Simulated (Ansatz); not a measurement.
**Two runs on C4H9Cl3Si**

System: C4H9Cl3Si.
Method of run A: RKS PBE0-D4/def2-TZVP (Ansatz 0.2.0).

The geometry comes from this level: PBE-D4/def2-SVP. Text and figures count atoms from 1; the logs count them from 0 in places.

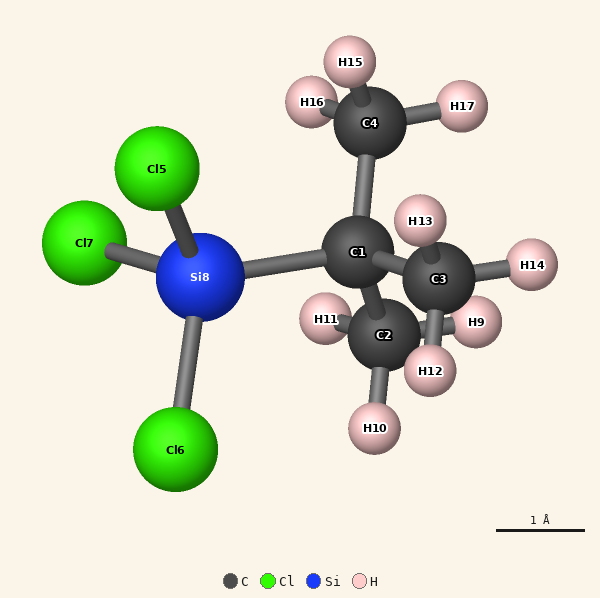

**Figure 1.** The input geometry (ball-and-stick view, seen at a tilt; atoms are numbered from 1 in the order of the input). Bond lengths as drawn: Cl–Si 2.08 Å, C–C 1.54 Å, C–H 1.11 Å and C–Si 1.90 Å.

The input, run A:
```yaml
crystal:
  periodic: [false, false, false]
  atoms:
    - {symbol: C, position_ang: [-0.000415, -0.000631, 0.164029]}
    - {symbol: C, position_ang: [-1.458918, 0.128802, 0.645159]}
    - {symbol: C, position_ang: [0.840715, 1.194216, 0.654230]}
    - {symbol: C, position_ang: [0.613659, -1.329992, 0.644935]}
    - {symbol: Cl, position_ang: [1.938036, -0.160738, -2.471907]}
    - {symbol: Cl, position_ang: [-0.813465, 1.767021, -2.471429]}
    - {symbol: Cl, position_ang: [-1.107279, -1.579685, -2.484284]}
    - {symbol: Si, position_ang: [0.004033, 0.006150, -1.736386]}
    - {symbol: H, position_ang: [-1.487779, 0.124943, 1.755934]}
    - {symbol: H, position_ang: [-1.923513, 1.073642, 0.297530]}
    - {symbol: H, position_ang: [-2.085761, -0.712885, 0.287267]}
    - {symbol: H, position_ang: [0.425020, 2.160521, 0.303613]}
    - {symbol: H, position_ang: [1.891306, 1.127033, 0.306128]}
    - {symbol: H, position_ang: [0.851722, 1.212694, 1.765183]}
    - {symbol: H, position_ang: [1.658324, -1.450874, 0.293465]}
    - {symbol: H, position_ang: [0.030077, -2.203749, 0.290818]}
    - {symbol: H, position_ang: [0.624219, -1.356467, 1.755725]}
basis:
  gaussian: {orbitals: def2-TZVP, initial_orbitals: start.molden}
hamiltonian: {xc: pbe0, dispersion: d4}
scf: {omitted_lower_state_checks: [starts]}
output: {orbitals: {seedname: orbitals}}
```

Launched with:
```bash
ansatz run in.yaml --threads 4 --pin off --events-out ev --progress --plain --max-ram 4787MiB
```

Hardware: 4 threads of Arm Neoverse V2, 23 GiB of memory available, shared host.

Output (run A):
```
Functional definition: PBE0
  parameter a = 0.25
  parameter kappa = 0.804
  parameter beta = 0.06672455060314922
  exchange = (1 - a)*pbe_x(kappa = kappa, mu = beta*pi^2/3) + a*exact_x
  correlation = pbe_c(beta = beta)
these checks for a lower state are left out or cut short: starts
2188 factors; their error is unknown
mean field evaluation 1: about -49563.1805 eV, gradient 2.6e2 eV
mean field evaluation 2: about -49622.3479 eV, gradient 9.4e1 eV
mean field evaluation 4: about -49717.3400 eV, gradient 4.7e1 eV
mean field evaluation 8: about -49727.5754 eV, gradient 1.7e-3 eV
mean field -49727.57543760 eV, -1827.4546907704 hartree, gradient 1.7e-5 eV, S^2 0.000000; 0 other end points of the search recorded, 0 dependent functions left out
reference -49727.57547582 eV, -1827.4546921751 hartree; 49, 49 occupied and 277, 277 virtual orbitals, 2188 factors
Total energy: -49728.11841248 eV, -1827.4746447293 hartree
Checks for a lower state left out: starts
```

The input of run B differs as follows (lines with − go, lines with + come):
```diff
-  gaussian: {orbitals: def2-TZVP, initial_orbitals: start.molden}
+  gaussian: {orbitals: def2-SVP, initial_orbitals: start.molden}
```

How does run B compare with run A?

The total energy of run B is 466.8 kcal/mol higher, which measures the change of basis and not a stability. The LUMO goes from −0.13 to 0.25 eV. The basis functions go from 326 to 173. On the same kind of shared host run B took about 0.28 times as long.

Output (run B):
```
Functional definition: PBE0
  parameter a = 0.25
  parameter kappa = 0.804
  parameter beta = 0.06672455060314922
  exchange = (1 - a)*pbe_x(kappa = kappa, mu = beta*pi^2/3) + a*exact_x
  correlation = pbe_c(beta = beta)
these checks for a lower state are left out or cut short: starts
1705 factors; integrals over basis functions are off by at most 1.1e-3 eV
mean field evaluation 1: about -49706.9071 eV, gradient 7.6e0 eV
mean field evaluation 2: about -49707.0682 eV, gradient 1.1e-1 eV
mean field evaluation 4: about -49707.3351 eV, gradient 1.8e-3 eV
mean field -49707.33512857 eV, -1826.7108731331 hartree, gradient 3.6e-5 eV, S^2 0.000000; 0 other end points of the search recorded, 0 dependent functions left out
reference -49707.33515744 eV, -1826.7108741942 hartree; 49, 49 occupied and 124, 124 virtual orbitals, 1705 factors
Total energy: -49707.87809410 eV, -1826.7308267484 hartree
Checks for a lower state left out: starts
```

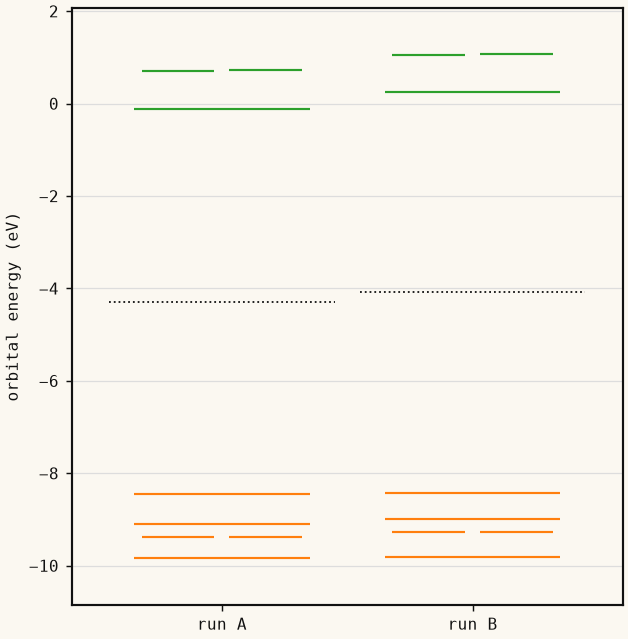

**Figure 2.** The five highest filled and three lowest empty orbital energies of the two runs; the dotted lines part filled from empty levels. The HOMO–LUMO gap is 8.33 eV in run A and 8.68 eV in run B.

The two runs side by side:

```csv
quantity,run A,run B
outcome,converged,converged
total energy (hartree),−1827.474645,−1826.730827
HOMO (eV),−8.45,−8.43
LUMO (eV),−0.13,0.25
basis functions,326,173
wall time (shared host),15 s,4.2 s
```
